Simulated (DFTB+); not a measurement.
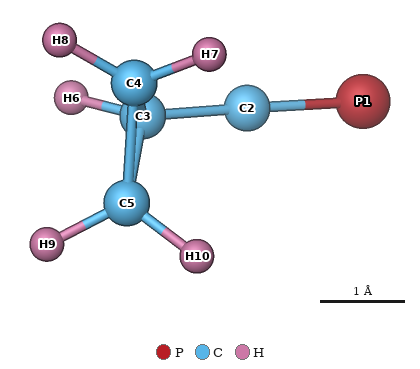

Fig. 1: The input geometry (ball-and-stick view, seen at a tilt; atoms are numbered from 1 in the order of the input). Bond lengths as drawn: C–C 1.42 to 1.51 Å, C–H 1.08 to 1.09 Å and C–P 1.55 Å.

## C₄H₅P: excited-state calculation

System: C₄H₅P.
Method: DFTB2, R-SCC (DFTB+ 25.1).

The geometry comes from this level: GFN2-xTB.

Input (dftb_in.hsd)
```
Geometry = xyzFormat {
  <<< "geo.xyz"
}

Hamiltonian = DFTB {
  SCC = Yes
  SlaterKosterFiles = Type2FileNames {
    Prefix = "slakos/"
    Separator = ""
    Suffix = ".spl"
    LowerCaseTypeName = Yes
  }
  MaxAngularMomentum {
    P = "d"
    C = "p"
    H = "s"
  }
  SCCTolerance = 1e-08
  SpinConstants {
    ShellResolvedSpin = No
    P = -0.015
    C = -0.023
    H = -0.072
  }
}

ExcitedState {
  Casida {
    NrOfExcitations = 5
    Symmetry = Both
    Diagonaliser = Stratmann {}
  }
}

Options {
  WriteResultsTag = Yes
}

InputVersion = 25.1
```

File geo.xyz
```
10

P      0.693310    -1.741840     2.522910
C      0.031560    -0.890750     1.403170
C     -0.536670    -0.102220     0.372040
C     -0.017360    -0.243380    -1.040760
C      0.291820     0.991470    -0.264180
H     -1.599350     0.091220     0.486400
H      0.780370    -0.951480    -1.208640
H     -0.734640    -0.189090    -1.845640
H     -0.209200     1.911720    -0.523750
H      1.300160     1.124360     0.098440
```

Run as:
```bash
dftb+ > output.log
```

Output
```
|  DFTB+ development version (commit: a23bfb2)

Reading input file 'dftb_in.hsd'
Parser version: 14

--------------------------------------------------------------------------------
Reading SK-files:
./slakos/pp.spl
./slakos/pc.spl
./slakos/ph.spl
./slakos/cc.spl
./slakos/ch.spl
./slakos/hh.spl
Done.

Processed input in HSD format written to 'dftb_pin.hsd'

Starting initialization...
--------------------------------------------------------------------------------
OpenMP threads:              1
Chosen random seed:          536390629
Current stacksize:           unlimited
Mode:                        Static calculation
Self consistent charges:     Yes
SCC-tolerance:                 0.100000E-07
Max. scc iterations:                    100
Shell resolved Hubbard:      No
Spin polarisation:           No
Nr. of up electrons:            13.000000
Nr. of down electrons:          13.000000
Periodic boundaries:         No
Electronic solver:           Relatively robust
Casida solver:               Stratmann, SubSpace:   20
Mixer:                       Broyden mixer
Mixing parameter:                  0.200000
Nr. of chrg. vec. in memory:            100
Max. SCC-cycles:                        100
Electronic temperature:              0.100000E-07 H      0.272114E-06 eV
Initial charges:             Set automatically (system chrg:   0.000E+00)
Included shells:             P:  s, p, d
                             C:  s, p
                             H:  s
Extra options:
                             Mulliken analysis

--------------------------------------------------------------------------------

***  Geometry step: 0

 iSCC Total electronic   Diff electronic      SCC error
    1   -0.10742863E+02    0.00000000E+00    0.16963260E+00
    2   -0.10744162E+02   -0.10742863E+02    0.12750563E+00
    3   -0.10745383E+02   -0.12982759E-02    0.11586239E-01
    4   -0.10745404E+02   -0.12214235E-02    0.36054495E-02
    5   -0.10745406E+02   -0.21479472E-04    0.16873647E-02
    6   -0.10745406E+02   -0.11259670E-05    0.58457888E-03
    7   -0.10745406E+02   -0.18498026E-06    0.58515439E-04
    8   -0.10745406E+02   -0.53951034E-07    0.42208954E-04
    9   -0.10745406E+02   -0.40680526E-09    0.37408597E-05
   10   -0.10745406E+02   -0.20903990E-09    0.38803520E-07
   11   -0.10745406E+02   -0.23092639E-11    0.66357240E-08

>> Stratmann diagonalisation of response matrix
   Total dimension of A+B:    221 inital subspace:    100
   Iteration  Subspace dimension
        1             105
        2             114
>> Stratmann converged

>> Stratmann diagonalisation of response matrix
   Total dimension of A+B:    221 inital subspace:    100
   Iteration  Subspace dimension
        1             105
        2             113
        3             115
>> Stratmann converged

Total Energy:                      -10.4625945698 H         -284.7017 eV
Extrapolated to 0K:                -10.4625945698 H         -284.7017 eV
Total Mermin free energy:          -10.4625945698 H         -284.7017 eV
Force related energy:              -10.4625945698 H         -284.7017 eV

--------------------------------------------------------------------------------
--------------------------------------------------------------------------------
Post-SCC processing                    +       0.02 ( 78.9%)       0.02 ( 78.3%)
--------------------------------------------------------------------------------
Missing                                +       0.00 ( 21.1%)       0.01 ( 21.7%)
Total                                  =       0.02 (100.0%)       0.02 (100.0%)
--------------------------------------------------------------------------------
```

File detailed.out
```
Fermi distribution function

Calculation with static geometry

********************************************************************************
 iSCC Total electronic   Diff electronic      SCC error
   11   -0.10745406E+02   -0.23092639E-11    0.66357240E-08
********************************************************************************

 Total charge:    -0.00000000

 Atomic gross charges (e)
 Atom           Charge
    1      -0.05655130
    2      -0.08364926
    3       0.01636417
    4      -0.13267520
    5      -0.13276435
    6       0.07457474
    7       0.08294014
    8       0.07429484
    9       0.07442202
   10       0.08304421

Nr. of electrons (up):     26.00000000
Atom populations (up)
 Atom       Population
    1       5.05655130
    2       4.08364926
    3       3.98363583
    4       4.13267520
    5       4.13276435
    6       0.92542526
    7       0.91705986
    8       0.92570516
    9       0.92557798
   10       0.91695579

l-shell populations (up)
 Atom Sh.   l       Population
    1   1   0       1.77548929
    1   2   1       3.12788873
    1   3   2       0.15317328
    2   1   0       1.30529045
    2   2   1       2.77835881
    3   1   0       1.15784278
    3   2   1       2.82579304
    4   1   0       1.22291774
    4   2   1       2.90975747
    5   1   0       1.22307925
    5   2   1       2.90968510
    6   1   0       0.92542526
    7   1   0       0.91705986
    8   1   0       0.92570516
    9   1   0       0.92557798
   10   1   0       0.91695579

Orbital populations (up)
 Atom Sh.   l   m       Population  Label
    1   1   0   0       1.77548929  s
    1   2   1  -1       1.06464064  p_y
    1   2   1   0       1.05311909  p_z
    1   2   1   1       1.01012900  p_x
    1   3   2  -2       0.02125508  d_xy
    1   3   2  -1       0.01672668  d_yz
    1   3   2   0       0.05488171  d_z2
    1   3   2   1       0.02647788  d_xz
    1   3   2   2       0.03383193  d_x2-y2
    2   1   0   0       1.30529045  s
    2   2   1  -1       0.92344448  p_y
    2   2   1   0       0.91736511  p_z
    2   2   1   1       0.93754922  p_x
    3   1   0   0       1.15784278  s
    3   2   1  -1       1.02238160  p_y
    3   2   1   0       0.88872897  p_z
    3   2   1   1       0.91468248  p_x
    4   1   0   0       1.22291774  s
    4   2   1  -1       1.01413422  p_y
    4   2   1   0       0.88711712  p_z
    4   2   1   1       1.00850613  p_x
    5   1   0   0       1.22307925  s
    5   2   1  -1       0.85949222  p_y
    5   2   1   0       1.09201683  p_z
    5   2   1   1       0.95817606  p_x
    6   1   0   0       0.92542526  s
    7   1   0   0       0.91705986  s
    8   1   0   0       0.92570516  s
    9   1   0   0       0.92557798  s
   10   1   0   0       0.91695579  s

Fermi level:                        -0.1659328797 H           -4.5153 eV
Band energy:                       -10.4676954339 H         -284.8405 eV
TS:                                  0.0000000000 H            0.0000 eV
Band free energy (E-TS):           -10.4676954339 H         -284.8405 eV
Extrapolated E(0K):                -10.4676954339 H         -284.8405 eV
Input / Output electrons (q):     26.0000000000     26.0000000000

Energy H0:                         -10.7494908266 H         -292.5085 eV
Energy SCC:                          0.0040850371 H            0.1112 eV
Total Electronic energy:           -10.7454057895 H         -292.3974 eV
Repulsive energy:                    0.2828112197 H            7.6957 eV
Total energy:                      -10.4625945698 H         -284.7017 eV
Extrapolated to 0:                 -10.4625945698 H         -284.7017 eV
Total Mermin free energy:          -10.4625945698 H         -284.7017 eV
Force related energy:              -10.4625945698 H         -284.7017 eV

Non-constrained calculation

SCC converged

Dipole moment:   -0.19614445    0.41854373   -0.59091720 au
Dipole moment:   -0.49854949    1.06383212   -1.50196184 Debye
```

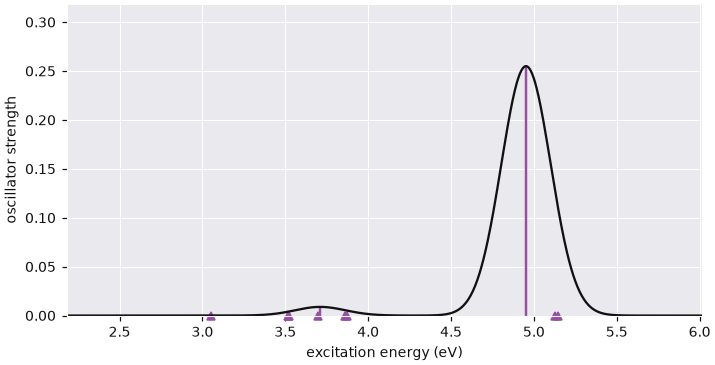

Fig. 2: Computed excitations as sticks (degenerate states added up, dark ones marked on the axis), with a Gaussian envelope of 0.35 eV full width at half maximum, scaled to the tallest. Of the 10 states the lowest lies at 3.05 eV (f = 0.000); the strongest line is at 4.95 eV, or 250 nm (f = 0.255).

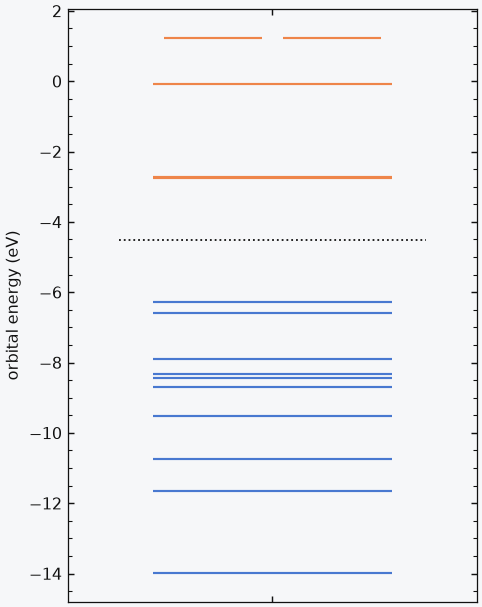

Fig. 3: Orbital energies near the frontier; the dotted line parts filled from empty levels, and levels within 0.02 eV of each other stand side by side. Highest filled −6.27 eV, lowest empty −2.76 eV, 3.51 eV apart.

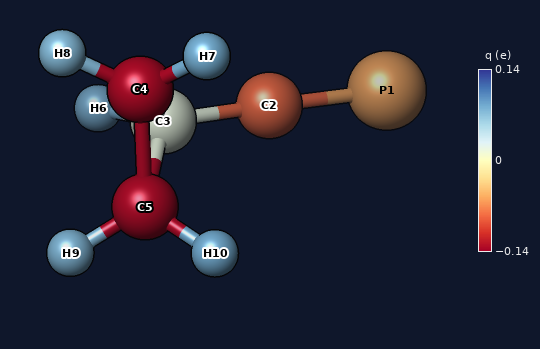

Fig. 4: Mulliken charges, as the colour of each atom (ball-and-stick view, seen at a tilt; atoms are numbered from 1 in the order of the input). By element: P −0.06, C −0.13 to +0.02 and H +0.07 to +0.08 e.

Key numbers

```json
{"quantity": "outcome", "value": "converged"}
{"quantity": "total energy", "value": "−10.462595 hartree"}
{"quantity": "basis functions", "value": "30"}
{"quantity": "HOMO", "value": "−6.27 eV"}
{"quantity": "LUMO", "value": "−2.76 eV"}
{"quantity": "dipole moment", "value": "1.91 D"}
{"quantity": "lowest excitation", "value": "3.05 eV"}
{"quantity": "hardware", "value": "1 thread of Intel Xeon (Granite Rapids), 64 GiB of memory available, shared host"}
{"quantity": "peak memory", "value": "0.068 GiB"}
```
